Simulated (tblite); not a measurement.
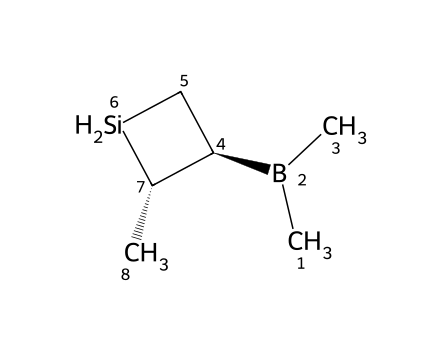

A structural formula, with wedges where it has stereocentres; small numbers name the atoms. The configuration is that of a computed structure (GFN2-xTB).

Assign CIP descriptors.

Answer. C4: R; C7: S.
